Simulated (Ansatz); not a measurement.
# Work function of Ag(110): what the settings cost and change

Aim: the numerical settings behind the work function of Ag(110), with the cost of each.

Method: plane-wave DFT, PBE, Ansatz PAW, in Ansatz 0.2.0.

The experiments to compare with:

For Ag (clean (110) face, a compiled value), “Anisotropic work function of elemental crystals” (2019, arxiv:1902.07811) quotes earlier work: work function (clean (110) face, a compiled value) 4.1 eV.

## 1. Set-up

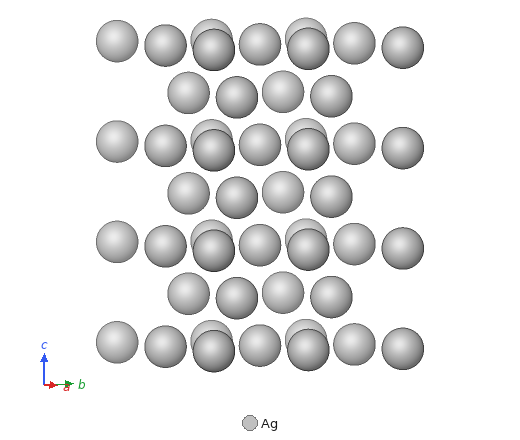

The cell as given, from the side, with the c axis up (silver light grey). 2×2×1 cells are drawn. Some periodic images of atoms are drawn too.

The cell holds 7 atoms: 7 Ag. Its edges and angles: a = 4.090 Å, b = 2.892 Å, c = 26.676 Å, α = 90.0°, β = 90.0°, γ = 90.0°. Vacuum lies along c.

## 2. Slab, setting cutoff 200 eV

A work function rests on the faint tail of the density, so the SCF threshold is tight. The cutoff is raised first; then mesh and smearing are varied at the default cutoff.

Contents of input.yaml:

```yaml
crystal:
  lattice:
    - [4.09, 0.0, 0.0]
    - [0.0, 2.8920667351, 0.0]
    - [0.0, 0.0, 26.6762002052]
  atoms:
    - { symbol: Ag, position: [0.0, 0.0, 0.3373793843] }
    - { symbol: Ag, position: [0.5, 0.5, 0.3915862562] }
    - { symbol: Ag, position: [0.0, 0.0, 0.4457931281] }
    - { symbol: Ag, position: [0.5, 0.5, 0.5] }
    - { symbol: Ag, position: [0.0, 0.0, 0.5542068719] }
    - { symbol: Ag, position: [0.5, 0.5, 0.6084137438] }
    - { symbol: Ag, position: [0.0, 0.0, 0.6626206157] }
kpoints:
  mp_grid: { grid: [10, 14, 1] }
hamiltonian:
  xc: pbe
scf:
  occupations: { method: fermi_dirac, width: 0.1 }
  convergence: { dr2_threshold: 1.0e-09 }
efield:
  axis: 3
  dipole_correction: true
  ramp_position: 0.97
  ramp_width: 0.06
basis:
  ecutwfc: "200 eV"
output:
  write_potential: true
  write_density: true
  volumetric_format: npy
  elf: true
```

Run with:

```bash
> ansatz run input.yaml --threads 2 --pin off --max-ram 3072MiB --backend cpu --events-out ev --progress --plain --runs-dir out
```

Numbers of over 12 decimals in the logs are rounded to 6 here.

The log of the run:

```text
Warning: basis.ecutwfc = 200 eV is below the records' recommended 420 eV, and the density's cutoff is lower with it unless basis.ecutrho_ratio is high enough to keep the records' density cutoff: compare with a run at a higher cutoff
Engine: ansatz 0.2.0, aarch64-unknown-linux-gnu
Pseudopotentials: kind: paw
Pseudopotential: Ag, paw, valence charge 19, recommended cutoff 420 eV (normal), Ag.paw.azcp
Functional definition: PBE
  parameter kappa = 0.804
  parameter beta = 0.066725
  exchange = pbe_x(kappa = kappa, mu = beta*pi^2/3)
  correlation = pbe_c(beta = beta)
Crystal: 7 atoms, lattice volume = 315.541 Å³
Basis set: ecut = 200 eV, 2031 PW (Γ)
Bands: 80, of which v1, the nominal top of the filled ones, is band 67 counted from 1 (66 counted from 0)
Symmetry: 4 space group operations
k-points: 48 of 140
Non-local potential: Ag, projectors of the file, l = 0: 3, l = 1: 2, l = 2: 2, l = 3: 1
PAW form: soft (Blöchl's): semilocal exchange-correlation on the pseudo side does not see the compensation charge
PAW one-centre angular grid: Ag, 590 points (default); XC on 64 Gauss nodes
Initial density: superposition of atomic densities (neutral atoms: chi_scale 0, normalization atom), corrected by the library's trained network
Initial wavefunctions: pseudopotential atomic-orbital guess
Functional: x = pbe(κ = 0.804, μ = 0.219515), c = pbe(β = 0.066725)
SCF iter   1: F=—  HF=-53066.299008 eV  |F-HF|=—  |Δ(HF+E_count)|=         —  Δρ=1.01e-1  dr2=1.72e1  ethr=1.77e-3  p=-0.000 e·Å  D=-3.17e-14 V/Å  ΔV_dip=0.00 eV  dr2_dipole=2.27e-9  V_vac-E_F(+/−)=3.61/3.61 eV  ⟨swp⟩=7.2  Hψ=14915  notcnv=0  defer=65
efield: sawtooth ramp at fractional position 0.9700 (set: `efield.ramp_position`, or a place that a band, a saddle search or an elastic batch's reference lends), width 0.0600; the density the first Hamiltonian is built on has a dipole p = -0.000 e·Å; the dipole correction subtracts the counter field D = -3.17e-14 V/Å, which shifts the + side's vacuum level by +0.00 eV against the − side's; the planar-averaged density in the ramp window peaks in size at 1.4e-5 e/Å³
preconditioner: auto → LDOS  [metal: Δε(μ)=0.016 eV  Ē_g=8.573 eV  σ=0.100 eV  W_gap=0.04  n_scr=64 (ndim 8)  ℏωp=18.3 eV  f_vac=0.575  D(μ)=2.14/eV (n_scr^D=8)  β→1.0]
SCF iter   2: F=—  HF=-53068.676620 eV  |F-HF|=—  |Δ(HF+E_count)|=    2.38e0  Δρ=1.01e-1  dr2=2.62e1  ethr=1.77e-3  p=0.000 e·Å  D=4.79e-5 V/Å  ΔV_dip=-0.00 eV  dr2_dipole=3.13e-7  V_vac-E_F(+/−)=4.89/4.89 eV  ⟨swp⟩=3.1  Hψ=10363  notcnv=0  defer=199
SCF iter   3: F=—  HF=-53058.885268 eV  |F-HF|=—  |Δ(HF+E_count)|=    9.79e0  Δρ=9.30e-3  dr2=2.73e-1  ethr=1.77e-3  p=0.000 e·Å  D=2.91e-6 V/Å  ΔV_dip=-0.00 eV  dr2_dipole=5.60e-9  V_vac-E_F(+/−)=4.60/4.60 eV  ⟨swp⟩=3.0  Hψ=8691  notcnv=0  defer=197
SCF iter   4: F=—  HF=-53058.824779 eV  |F-HF|=—  |Δ(HF+E_count)|=   6.05e-2  Δρ=2.40e-3  dr2=4.30e-2  ethr=2.05e-4  p=0.000 e·Å  D=1.49e-5 V/Å  ΔV_dip=-0.00 eV  dr2_dipole=3.12e-9  V_vac-E_F(+/−)=4.46/4.47 eV  ⟨swp⟩=2.1  Hψ=6725  notcnv=0  defer=192
SCF iter   5: F=—  HF=-53058.816434 eV  |F-HF|=—  |Δ(HF+E_count)|=   8.35e-3  Δρ=7.95e-4  dr2=2.31e-3  ethr=3.24e-5  p=-0.000 e·Å  D=-1.13e-6 V/Å  ΔV_dip=0.00 eV  dr2_dipole=1.12e-12  V_vac-E_F(+/−)=4.55/4.55 eV  ⟨swp⟩=2.0  Hψ=5647  notcnv=0  defer=192
SCF iter   6: F=—  HF=-53058.815867 eV  |F-HF|=—  |Δ(HF+E_count)|=   5.67e-4  Δρ=1.45e-4  dr2=1.22e-4  ethr=1.73e-6  p=0.000 e·Å  D=1.61e-6 V/Å  ΔV_dip=-0.00 eV  dr2_dipole=2.49e-10  V_vac-E_F(+/−)=4.56/4.57 eV  ⟨swp⟩=2.0  Hψ=5755  notcnv=0  defer=192
SCF iter   7: F=—  HF=-53058.815960 eV  |F-HF|=—  |Δ(HF+E_count)|=   9.27e-5  Δρ=7.64e-5  dr2=1.90e-5  ethr=9.19e-8  p=-0.000 e·Å  D=-2.40e-6 V/Å  ΔV_dip=0.00 eV  dr2_dipole=4.62e-10  V_vac-E_F(+/−)=4.57/4.58 eV  ⟨swp⟩=2.1  Hψ=7010  notcnv=0  defer=192
SCF iter   8: F=—  HF=-53058.815941 eV  |F-HF|=—  |Δ(HF+E_count)|=   1.89e-5  Δρ=1.32e-5  dr2=6.01e-7  ethr=1.43e-8  p=0.000 e·Å  D=6.03e-8 V/Å  ΔV_dip=-0.00 eV  dr2_dipole=3.53e-12  V_vac-E_F(+/−)=4.57/4.58 eV  ⟨swp⟩=2.0  Hψ=5498  notcnv=0  defer=192
SCF iter   9: F=—  HF=-53058.815966 eV  |F-HF|=—  |Δ(HF+E_count)|=   2.53e-5  Δρ=3.37e-6  dr2=4.12e-8  ethr=4.52e-10  p=0.000 e·Å  D=9.53e-9 V/Å  ΔV_dip=-0.00 eV  dr2_dipole=4.31e-14  V_vac-E_F(+/−)=4.57/4.58 eV  ⟨swp⟩=2.4  Hψ=7467  notcnv=0  defer=192
SCF iter  10: F=—  HF=-53058.815966 eV  |F-HF|=—  |Δ(HF+E_count)|=   3.05e-8  Δρ=9.36e-7  dr2=3.01e-9  ethr=3.10e-11  p=-0.000 e·Å  D=-3.75e-8 V/Å  ΔV_dip=0.00 eV  dr2_dipole=8.63e-14  V_vac-E_F(+/−)=4.57/4.58 eV  ⟨swp⟩=2.1  Hψ=5591  notcnv=0  defer=192
SCF iter  11: F=-53058.815966 eV  HF=-53058.815966 eV  |F-HF|=1.24e-10  |Δ(HF+E_count)|=   3.32e-9  Δρ=1.81e-7  dr2=1.74e-10  ethr=1.00e-12  p=0.000 e·Å  D=4.11e-8 V/Å  ΔV_dip=-0.00 eV  dr2_dipole=5.70e-14  V_vac-E_F(+/−)=4.57/4.58 eV  ⟨swp⟩=13.6  Hψ=12913  notcnv=0
WARN: efield: at this solve's end the planar-averaged density reaches 8.24e-5 e/Å³ inside the ramp window [0.9325, 0.0675] (bound 1e-5 e/Å³), and 6.86e-5 e/Å³ on another of its planes; the window's nearer edge stands 7.20 Å from this solve's nearest atom along the axis. Its work functions, free energy, forces, stress, dipole, levels and responses can be off, and this figure does not tell by how much. A short vacuum, a low `basis.ecutwfc` or `basis.ecutrho_ratio` and negative occupations (`scf.occupations.method`) can put density there. See the manual's quickstart, § The vacuum guard
SCF 1 converged in 11 iterations: F = -53058.815966 eV  dr2 = 1.74e-10
  greatest PAW one-centre occupation: 1.046 electrons in one spin orbital (limit 2), on the Ag atom at site 0 (counted from 0), in its partial waves of l = 2
WARN: The output density's exchange-correlation potential varies sharply where the density is thin. Do not read a vacuum level from v_tot or v_xc, or from such a field of the output density. On a cell that repeats whose density bears no net charge and no dipole along the vacuum's axis use v_es (v_loc + v_h of the components); under efield.dipole_correction with no amplitude use v_es + v_field, which holds any externa [...]
SCF converged after 11 iterations
Free energy (F): -53058.815966 eV
Harris-Foulkes:  -53058.815966 eV  (|F-HF|=1.24e-10)
Internal energy: -53058.753405 eV  (E = F + TS)
E sigma→0 (E₀):  -53058.784686 eV
Entropy (-TS):   -0.062562 eV (-8.937 meV/atom)
Fermi energy:    3.923788 eV
Dipole field:    D = -0.000000 V/Å  (p = -0.000000 e·Å, saw-weighted, corrected)
Work function:   Φ+ = 4.5744 eV (in doubt: plateau slope 2.6e-2 eV/Å)   Φ− = 4.5783 eV (in doubt: plateau slope 2.3e-2 eV/Å)
Levels:          The Fermi level and band energies are counted from a zero that moves with the ramp; work functions are not
Vacuum region:   at the solve's end the planar-averaged density reaches 8.24e-5 e/Å³ inside the ramp window [0.9325, 0.0675] (bound 1e-5 e/Å³), and 6.86e-5 e/Å³ on another of its planes
--- Per-component energies (eV) ---
  E_band       = -3587.699955
  E_kinetic    = 3935.537547
  E_local      = -248585.414623  (includes V_loc(G=0)·N_el)
  E_nonlocal   = 368.917812
  E_hartree    = 122633.643379
  E_xc         = -1338.964519
  E_vxc        = -1702.139413  (∫ρ·V_xc dr)
  E_paw        = -27264.392600  (= ΣΔE_a)
  E_vpaw       = -2871.925571  (= ΣTr[D̂ρ^β])
  E_aug_tail   = 0.037171  (compensation charges beyond the density's cutoff)
  E_efield     = 0.000000  (sawtooth field / dipole correction)
  E_vefield    = 0.000000  (∫n·V_field dr)
  E_ewald      = 97191.882428
  E_smearing   = -0.062562  (= −TS)
  E_closure    = 0.000000  (closes the sum)
  Σ components = -53058.815966   (vs F -53058.815966, Δ=0.00e0)
--- Band table (eV; the first three rows and the last of 48) ---
  k-point 0: bands = [... 63 lower, 0.3386, 0.3564, 0.8306, 2.4548, 4.3257, 6.2410, 6.3231, 7.5146, ... 9 higher]
  k-point 1: bands = [... 63 lower, 0.3947, 0.4766, 0.8015, 2.4999, 4.4118, 6.3325, 6.5692, 7.6048, ... 9 higher]
  k-point 2: bands = [... 63 lower, 0.3789, 0.4899, 0.9332, 2.7540, 4.7403, 6.6606, 7.1933, 7.8847, ... 9 higher]
  k-point 47: bands = [... 63 lower, 4.2491, 4.3087, 5.7073, 5.9065, 7.3168, 7.3444, 7.5242, 7.6605, ... 9 higher]
```

It took 78 s on 2 threads of Arm Neoverse N1, shared host; peak memory 0.62 GiB; 2.2 min of CPU time.

In the SCF lines HF is the Harris–Foulkes energy and dr2 the Hartree energy of the density residual, in eV; the loop may stop once dr2 is under the threshold and the program's other checks hold. Hψ counts applications of the Hamiltonian.

Numbers from this step:

```yaml
energy_at_zero_smearing: -53058.7847 eV
work_function_upper_face: 4.574 eV
```

Running mean over 1.446 Å of the planar mean; the ramp of the sawtooth is left out. The electron's electrostatic potential energy less the Fermi level by z:

| z (Å) | electron's electrostatic potential energy less the Fermi level (eV) |
| --- | --- |
| 4 | 4.47 |
| 6 | 4.29 |
| 8 | 0.723 |
| 10 | -6.16 |
| 12 | -6.28 |
| 14 | -6.28 |
| 16 | -6.26 |
| 18 | -3.73 |
| 20 | 4.11 |
| 22 | 4.43 |

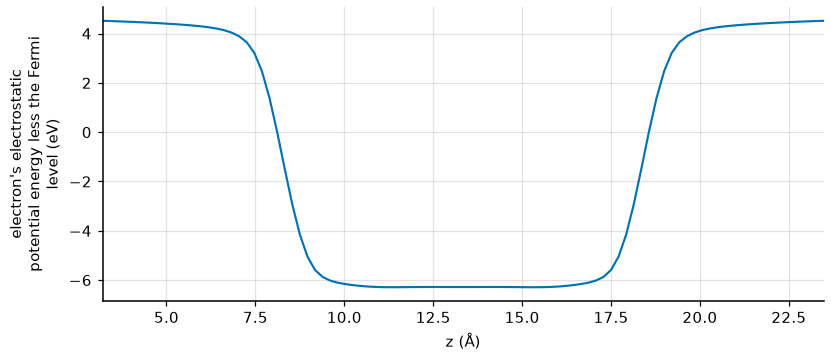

Electron's electrostatic potential energy less the Fermi level against z.

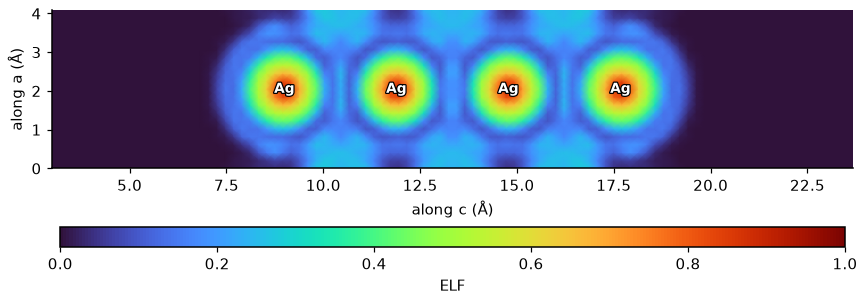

ELF in the ca plane at fractional y = 0.000, with atoms of Ag within 0.2 Å of it. It is the smooth field of the valence electrons, not physical close to the nuclei. The map starts off the cell's origin, so that atoms lie inside it. The far vacuum is left out of the map.

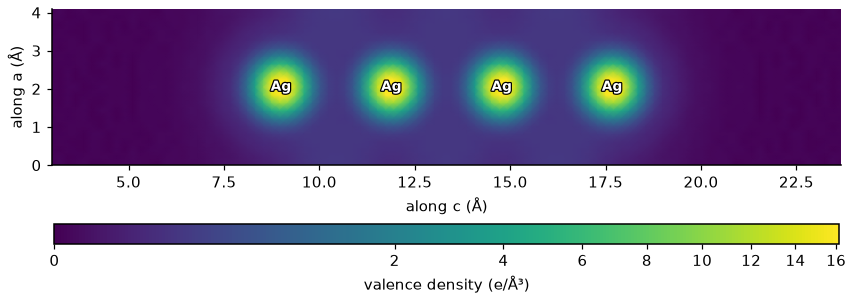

Valence density in the ca plane at fractional y = 0.000, with atoms of Ag within 0.2 Å of it. It is the smooth field of the valence electrons, not physical close to the nuclei. The map starts off the cell's origin, so that atoms lie inside it. The colour scale is stretched toward low values. The far vacuum is left out of the map.

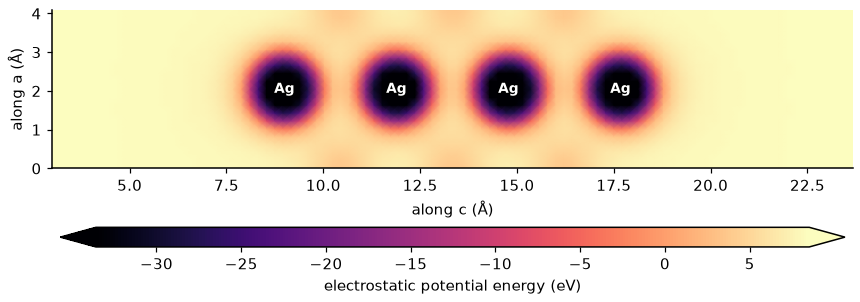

Electrostatic potential energy in the ca plane at fractional y = 0.000, with atoms of Ag within 0.2 Å of it. With pseudopotentials it is smooth inside the atoms' cores, unlike the true potential. The map starts off the cell's origin, so that atoms lie inside it. The far vacuum is left out of the map.

The work function is 4.574 eV. The program marks this work function as in doubt.

## 3. Run

Changes to input.yaml since step 2:

```diff
@@ -26,3 +26,3 @@
 basis:
-  ecutwfc: "200 eV"
+  ecutwfc: "300 eV"
 output:
@@ -31,2 +31 @@
   volumetric_format: npy
-  elf: true
```

The log of the run:

```text
[...]
Crystal: 7 atoms, lattice volume = 315.541 Å³
Basis set: ecut = 300 eV, 3657 PW (Γ)
Bands: 80, of which v1, the nominal top of the filled ones, is band 67 counted from 1 (66 counted from 0)
Symmetry: 4 space group operations
k-points: 48 of 140
[...]
k-point 0: bands = [... 63 lower, 1.0956, 1.2100, 1.2198, 2.6409, 4.4417, 6.2566, 6.3392, 7.7259, ... 9 higher]
  k-point 1: bands = [... 63 lower, 1.1230, 1.1670, 1.2410, 2.7169, 4.5465, 6.4489, 6.5021, 7.8205, ... 9 higher]
  k-point 2: bands = [... 63 lower, 1.0870, 1.2034, 1.3115, 2.9417, 4.8433, 6.7584, 7.1637, 8.0987, ... 9 higher]
  k-point 47: bands = [... 63 lower, 4.2338, 4.3068, 5.7318, 5.9468, 7.5437, 7.6693, 7.6922, 7.9401, ... 9 higher]
[key lines of the parts left out:]
SCF converged after 9 iterations
Free energy (F): -53131.796395 eV
Fermi energy:    4.034717 eV
Dipole field:    D = 0.000000 V/Å  (p = 0.000000 e·Å, saw-weighted, corrected)
Work function:   Φ+ = 4.1213 eV   Φ− = 4.1214 eV
```

Elapsed: 1.9 min, on 2 threads; peak memory 0.92 GiB.

The work function is 4.121 eV, -0.453 eV from the run “cutoff 200 eV”, at 1.5 times its CPU time.

## 4. Run

Changes to input.yaml since step 3:

```diff
@@ -26,3 +26,3 @@
 basis:
-  ecutwfc: "300 eV"
+  ecutwfc: "420 eV"
 output:
```

The log of the run:

```text
[...]
Crystal: 7 atoms, lattice volume = 315.541 Å³
Basis set: ecut = 420 eV, 6169 PW (Γ)
Bands: 80, of which v1, the nominal top of the filled ones, is band 67 counted from 1 (66 counted from 0)
Symmetry: 4 space group operations
k-points: 48 of 140
[...]
k-point 0: bands = [... 63 lower, 1.1181, 1.2337, 1.2345, 2.6476, 4.4441, 6.2494, 6.3407, 7.7675, ... 9 higher]
  k-point 1: bands = [... 63 lower, 1.1483, 1.1912, 1.2562, 2.7228, 4.5474, 6.4491, 6.4935, 7.8622, ... 9 higher]
  k-point 2: bands = [... 63 lower, 1.1127, 1.2294, 1.3257, 2.9470, 4.8445, 6.7594, 7.1569, 8.1415, ... 9 higher]
  k-point 47: bands = [... 63 lower, 4.2300, 4.3032, 5.7261, 5.9413, 7.5380, 7.6705, 7.6928, 7.9383, ... 9 higher]
[key lines of the parts left out:]
SCF converged after 8 iterations
Free energy (F): -53132.547297 eV
Fermi energy:    4.035171 eV
Dipole field:    D = -0.000000 V/Å  (p = -0.000000 e·Å, saw-weighted, corrected)
Work function:   Φ+ = 4.1199 eV   Φ− = 4.1199 eV
```

The job ended after 2.8 min (2 threads; peak memory 1.4 GiB; 5 min of CPU time).

The work function is 4.120 eV, -0.454 eV from the run “cutoff 200 eV”, at 2.2 times its CPU time.

## 5. Slab

Changes to input.yaml since step 4:

```diff
@@ -26,3 +26,3 @@
 basis:
-  ecutwfc: "420 eV"
+  ecutwfc: "600 eV"
 output:
```

The log of the run:

```text
[...]
Crystal: 7 atoms, lattice volume = 315.541 Å³
Basis set: ecut = 600 eV, 10481 PW (Γ)
Bands: 80, of which v1, the nominal top of the filled ones, is band 67 counted from 1 (66 counted from 0)
Symmetry: 4 space group operations
k-points: 48 of 140
[...]
k-point 0: bands = [... 63 lower, 1.1176, 1.2332, 1.2341, 2.6475, 4.4439, 6.2493, 6.3403, 7.7682, ... 9 higher]
  k-point 1: bands = [... 63 lower, 1.1478, 1.1907, 1.2558, 2.7226, 4.5472, 6.4487, 6.4933, 7.8630, ... 9 higher]
  k-point 2: bands = [... 63 lower, 1.1122, 1.2289, 1.3254, 2.9468, 4.8443, 6.7590, 7.1567, 8.1423, ... 9 higher]
  k-point 47: bands = [... 63 lower, 4.2300, 4.3031, 5.7260, 5.9411, 7.5378, 7.6703, 7.6926, 7.9381, ... 9 higher]
[key lines of the parts left out:]
SCF converged after 9 iterations
Free energy (F): -53132.560750 eV
Fermi energy:    4.035045 eV
Dipole field:    D = 0.000000 V/Å  (p = 0.000000 e·Å, saw-weighted, corrected)
Work function:   Φ+ = 4.1196 eV   Φ− = 4.1196 eV
```

Elapsed: 4.8 min, on 2 threads; peak memory 2.1 GiB.

The work function is 4.120 eV, -0.000 eV from the run “cutoff 420 eV”, at 1.7 times its CPU time.

## 6. Slab

Changes to input.yaml since step 5:

```diff
@@ -14,3 +14,3 @@
 kpoints:
-  mp_grid: { grid: [10, 14, 1] }
+  mp_grid: { grid: [2, 2, 1] }
 hamiltonian:
@@ -25,4 +25,2 @@
   ramp_width: 0.06
-basis:
-  ecutwfc: "600 eV"
 output:
```

The log of the run:

```text
[...]
Crystal: 7 atoms, lattice volume = 315.541 Å³
Basis set: ecut = 420 eV, 6169 PW (Γ)
Bands: 80, of which v1, the nominal top of the filled ones, is band 67 counted from 1 (66 counted from 0)
Symmetry: 4 space group operations
k-points: 4
[...]
k-point 0: bands = [... 63 lower, 1.2183, 1.3354, 1.4414, 2.7037, 4.4698, 6.3574, 6.3759, 7.7161, ... 9 higher]
  k-point 1: bands = [... 63 lower, 3.7974, 3.8050, 4.2621, 4.3455, 5.0837, 5.3025, 5.8501, 8.1027, ... 9 higher]
  k-point 2: bands = [... 63 lower, 1.2456, 1.2776, 1.5799, 1.9914, 2.6059, 3.3841, 4.1694, 5.0586, ... 9 higher]
  k-point 3: bands = [... 63 lower, 4.3113, 4.4203, 5.7203, 6.0322, 7.5230, 7.8190, 7.8802, 7.9669, ... 9 higher]
[key lines of the parts left out:]
SCF converged after 13 iterations
Free energy (F): -53129.976883 eV
Fermi energy:    4.248020 eV
Dipole field:    D = 0.000000 V/Å  (p = 0.000000 e·Å, saw-weighted, corrected)
Work function:   Φ+ = 3.8626 eV   Φ− = 3.8626 eV
```

It took 11 s on 2 threads; peak memory 0.56 GiB; 16 s of CPU time.

The work function is 3.863 eV, -0.257 eV from the run “cutoff 420 eV”, at 0.054 times its CPU time.

## 7. Slab

Changes to input.yaml since step 6:

```diff
@@ -14,3 +14,3 @@
 kpoints:
-  mp_grid: { grid: [2, 2, 1] }
+  mp_grid: { grid: [3, 5, 1] }
 hamiltonian:
```

The log of the run:

```text
[...]
Crystal: 7 atoms, lattice volume = 315.541 Å³
Basis set: ecut = 420 eV, 6169 PW (Γ)
Bands: 80, of which v1, the nominal top of the filled ones, is band 67 counted from 1 (66 counted from 0)
Symmetry: 4 space group operations
k-points: 6 of 15
[...]
k-point 0: bands = [... 63 lower, 1.1977, 1.2945, 1.3171, 2.6954, 4.4836, 6.3341, 6.3698, 7.7445, ... 9 higher]
  k-point 1: bands = [... 63 lower, 1.2528, 1.2963, 1.5061, 3.2839, 5.2414, 7.1527, 7.9899, 8.4636, ... 9 higher]
  k-point 2: bands = [... 63 lower, 2.0085, 2.3786, 3.3925, 5.0728, 5.9117, 6.6049, 6.6358, 8.4596, ... 9 higher]
  k-point 5: bands = [... 63 lower, 2.3819, 3.5754, 5.0179, 5.4146, 6.4325, 6.9306, 7.8914, 7.9419, ... 9 higher]
[key lines of the parts left out:]
SCF converged after 9 iterations
Free energy (F): -53132.627303 eV
Fermi energy:    3.931657 eV
Dipole field:    D = -0.000000 V/Å  (p = -0.000000 e·Å, saw-weighted, corrected)
Work function:   Φ+ = 4.1668 eV   Φ− = 4.1668 eV
```

Elapsed: 24 s, on 2 threads; peak memory 0.58 GiB.

The work function is 4.167 eV, +0.047 eV from the run “cutoff 420 eV”, at 0.13 times its CPU time.

(Part 1 of 2 ends here.)

[Logs are printed without paths, hosts, clocks, repeated set-up lines and the standing remarks that a program may print on its own settings, such as how far it seeks lower states.]

[Hosts, paths, dates, database ids (printed as entryN), source tags and the programs' standing remarks are cut or masked in the printed files.]

[Maps of the electrostatic potential energy from Ansatz leave out the sawtooth potential of an applied field or a dipole correction, so their vacuum need not be flat; planar profiles and work functions include it.]
